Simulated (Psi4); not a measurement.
# AlH3Se (SMILES [AlH2][SeH]) at MP2/pcseg-1 (fitted SCF)

What is the vertical ionisation energy of AlH3Se at MP2/pcseg-1 (fitted SCF)? 

The results are computed with Psi4 1.11.

### Step 1. The system as given

The species is AlH3Se (5 atoms), meant as a singlet with charge 0. SMILES: `[AlH2][SeH]`. Geometry: relaxed at PBE0-D4/def2-TZVP.

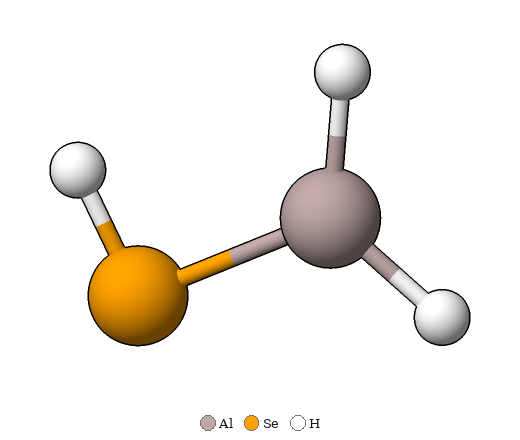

Viewed from a chosen angle; aluminium light grey, selenium orange, hydrogen white.

### Step 2. A single-point energy at MP2/pcseg-1 (fitted SCF)

The input, job.json:

```json
{
  "schema_name": "qcschema_input",
  "schema_version": 1,
  "molecule": {
    "schema_name": "qcschema_molecule",
    "schema_version": 2,
    "symbols": ["Al", "Se", "H", "H", "H"],
    "geometry": [-0.82240881, -1.00287765, 0.31520632, 1.64462865, 2.5447052, 0.98813779, -2.33721327, -2.02710921, 2.67415144, -0.89591916, -2.23176655, -2.40524341, 2.50502095, 2.57777541, -1.65067577],
    "molecular_charge": 0,
    "molecular_multiplicity": 1,
    "fix_com": true,
    "fix_orientation": true
  },
  "driver": "energy",
  "model": {
    "method": "mp2",
    "basis": "pcseg-1"
  },
  "keywords": {
    "reference": "rhf",
    "scf_type": "disk_df",
    "freeze_core": true,
    "mp2_type": "conv"
  }
}
```

On the command line:

```
psi4 --qcschema job.json -n 1 --memory 1600MB
```

stdout, shortened:

```text
[...]
  Running in c1 symmetry.
[...]
  Nuclear repulsion =  135.707160387707376
[...]
  Multiplicity = 1
[...]
  Nalpha       = 25
  Nbeta        = 25
[...]
    Number of basis functions: 60
[...]
   @DF-RHF iter   1: -2642.90284984858272   -3.02157e+00   1.33237e-02 ADIIS/DIIS
[...]
   @DF-RHF iter  11: -2643.20656562767635   -1.36424e-12   2.98711e-09 DIIS
[...]
    Orbital Energies [Eh]
    ---------------------
    Doubly Occupied:
       1A   -460.742307     2A    -60.579137     3A    -58.475822
       4A    -54.224570     5A    -54.223979     6A    -54.223694
       7A     -8.881906     8A     -6.643817     9A     -6.640326
      10A     -6.636921    11A     -4.912065    12A     -3.235456
      13A     -3.233709    14A     -3.232202    15A     -2.635922
      16A     -2.633190    17A     -2.629512    18A     -2.625646
      19A     -2.625357    20A     -0.906548    21A     -0.568208
      22A     -0.511621    23A     -0.441955    24A     -0.407654
      25A     -0.361886
[...]
  @DF-RHF Final Energy: -2643.20656562767635
   => Energetics <=
    Nuclear Repulsion Energy =            135.7071603877073755
    One-Electron Energy =               -3953.3606361118072527
    Two-Electron Energy =                1174.4469100964236077
    Total Energy =                      -2643.2065656276763548
[...]
 Multipole Moments:
 ------------------------------------------------------------------------------------
     Multipole            Electronic (a.u.)      Nuclear  (a.u.)        Total (a.u.)
 ------------------------------------------------------------------------------------
 L = 1.  Multiply by 2.5417464519 to convert [e a0] to [Debye]
 Dipole X            :        -44.6440162           44.4979481           -0.1460681
 Dipole Y            :        -72.1422402           71.8014670           -0.3407732
 Dipole Z            :        -36.6638826           36.3125993           -0.3512833
 Magnitude           :                                                    0.5107467
[...]
	SCS-MP2 Total Energy (a.u.)        : -2643.39649251056289
	SOS-MP2 Total Energy (a.u.)        : -2643.38353892857594
	SCSN-MP2 Total Energy (a.u.)       : -2643.27496054056519
[...]
	SOS-PI-MP2 Total Energy (a.u.)     : -2643.41303447872588
[...]
	MP2 Total Energy (a.u.)            : -2643.39290412438550
[...]
```

The result, in JSON:

```text
{
 "driver": "energy",
 "model": {
  "method": "mp2",
  "basis": "pcseg-1"
 },
 "success": true,
 "return_result": -2643.3929041243855,
 "properties": {
  "calcinfo_nbasis": 60,
  "calcinfo_nmo": 60,
  "calcinfo_nalpha": 25,
  "calcinfo_nbeta": 25,
  "calcinfo_natom": 5,
  "nuclear_repulsion_energy": 135.70716038770738,
  "return_energy": -2643.3929041243855,
  "scf_one_electron_energy": -3953.3606361118073,
  "scf_two_electron_energy": 1174.4469100964236,
  "scf_dipole_moment": [-0.1460681052625148, -0.3407731838705672, -0.3512833019514332],
  "scf_total_energy": -2643.2065656276764,
  "scf_iterations": 11,
  "mp2_same_spin_correlation_energy": -0.038860745959651055,
  "mp2_opposite_spin_correlation_energy": -0.14747775074954647,
  "mp2_singles_energy": 0.0,
  "mp2_doubles_energy": -0.18633849670919753,
  "mp2_correlation_energy": -0.1863384967091406,
  "mp2_total_energy": -2643.3929041243855
 }
}
```

It took 2.3 s on 1 thread of Intel Xeon Platinum 8559C (Emerald Rapids), shared host; peak memory 0.25 GiB.

### Step 3. The doublet cation at the same level

The input, alh3se.dat:

```
memory 1600 mb

molecule mol {
  1 2
  Al
  Se 1 R2
  H 1 R3 2 A3
  H 1 R4 3 A4 2 D4
  H 2 R5 1 A5 3 D5

  R2 = 2.314172
  R3 = 1.579424
  A3 = 116.30026
  R4 = 1.580143
  A4 = 124.49496
  D4 = -179.98639
  R5 = 1.468856
  A5 = 92.19159
  D5 = 179.90435
  no_reorient
  no_com
}

set reference uhf
set scf_type disk_df
set freeze_core true
set mp2_type conv

E = energy("mp2/pcseg-1")
print_variables()
```

On the command line:

```
psi4 alh3se.dat alh3se.out -n 1
```

alh3se.out, shortened:

```text
[...]
  Running in c1 symmetry.
[...]
  Nuclear repulsion =  135.707164009869160
[...]
  Multiplicity = 2
[...]
  Nalpha       = 25
  Nbeta        = 24
[...]
    Number of basis functions: 60
[...]
   @DF-UHF iter   1: -2642.44869119312852   -2.56741e+00   1.36508e-02 DIIS/ADIIS
[...]
   @DF-UHF iter  17: -2642.88507594696648   -4.09273e-12   8.03347e-09 DIIS
[...]
   @S^2 Observed:                7.589038522E-01
[...]
    Orbital Energies [Eh]
    ---------------------
    Alpha Occupied:
       1A   -461.063491     2A    -60.899881     3A    -58.682951
       4A    -54.549157     5A    -54.543778     6A    -54.543077
       7A     -9.207073     8A     -6.975945     9A     -6.962417
      10A     -6.958662    11A     -5.120901    12A     -3.443690
      13A     -3.442341    14A     -3.439565    15A     -2.960442
      16A     -2.958091    17A     -2.953632    18A     -2.948307
      19A     -2.946400    20A     -1.239370    21A     -0.813128
      22A     -0.765353    23A     -0.715867    24A     -0.664009
      25A     -0.621772
    Alpha Virtual:
[...]
  @DF-UHF Final Energy: -2642.88507594696648
   => Energetics <=
    Nuclear Repulsion Energy =            135.7071640098691603
    One-Electron Energy =               -3939.2724780746525539
    Two-Electron Energy =                1160.6802381178167707
    Total Energy =                      -2642.8850759469664808
  UHF NO Occupations:
  HONO-2 :   23  A 1.9994129
  HONO-1 :   24  A 1.9963730
[...]
 Multipole Moments:
 ------------------------------------------------------------------------------------
     Multipole            Electronic (a.u.)      Nuclear  (a.u.)        Total (a.u.)
 ------------------------------------------------------------------------------------
 L = 1.  Multiply by 2.5417464519 to convert [e a0] to [Debye]
 Dipole X            :          0.0012147           -0.0021911           -0.0009764
 Dipole Y            :          0.9879182           -1.4646454           -0.4767272
 Dipole Z            :          9.0336390           -9.3633948           -0.3297558
 Magnitude           :                                                    0.5796626
[...]
	SCS-MP2 Total Energy (a.u.)        : -2643.04750006961149
	SOS-MP2 Total Energy (a.u.)        : -2643.05051149413066
	SCSN-MP2 Total Energy (a.u.)       : -2642.93636790927667
[...]
	SOS-PI-MP2 Total Energy (a.u.)     : -2643.06323730545091
[...]
	MP2 Total Energy (a.u.)            : -2643.04147722057314
[...]
```

Wall time 2.5 s (1 thread of Intel Xeon Platinum 8559C (Emerald Rapids), shared host); peak memory 0.25 GiB.

### Step 4. Outcome

At MP2/pcseg-1 (fitted SCF), 14 core orbitals frozen:

| quantity | value |
| --- | --- |
| singlet AlH3Se: total energy | -2643.39290 Eh |
| singlet AlH3Se: HOMO energy (Hartree–Fock orbitals) | -9.85 eV |
| singlet AlH3Se: LUMO energy (Hartree–Fock orbitals) | 1.06 eV |
| singlet AlH3Se: HOMO–LUMO gap (Hartree–Fock orbitals) | 10.90 eV |
| singlet AlH3Se: correlation energy (14 core orbitals frozen) | -186.3 mEh |
| doublet cation: total energy | -2643.04148 Eh |
| doublet cation: HOMO energy (Hartree–Fock orbitals) (highest over α and β) | -16.92 eV |
| doublet cation: LUMO energy (Hartree–Fock orbitals) (lowest over α and β) | -7.81 eV |
| doublet cation: correlation energy (14 core orbitals frozen) | -156.4 mEh |
| doublet cation: ⟨S²⟩ of the reference determinant | 0.759 |
| vertical ionisation energy (to the doublet cation) | 9.563 eV |

What this shows: Removing an electron at fixed nuclei costs 9.56 eV (923 kJ/mol).
